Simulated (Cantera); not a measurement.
A closed system holds: 1 mol SiO2, 0.58 mol Al2O3, 18 mol H2, equilibrated at 2327 °C.

Method: chemical equilibrium by Gibbs-energy minimisation in Cantera with the NASA 1993 tables (ideal gas, pure condensed phases). Candidate condensed phases: Al, Al2O3, Al2SiO5, Al6Si2O13, H2O, Si, SiO2; 28 gas species. The tables' values for AlOH, SiO2 are old estimates; treat these amounts as uncertain. Gases not in the tables: Al(OH)3. Rates play no part.

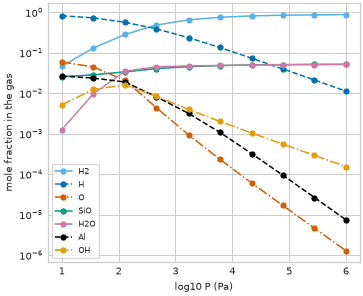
Figure: Equilibrium gas composition (values under 1e-9 drawn at 1e-9)

Q: Read off the mole fractions at 10.0 Pa.

A: H about 0.83, O about 0.060, H2 about 0.047, Al about 0.027, SiO about 0.026, OH about 0.0052, H2O about 0.0013.
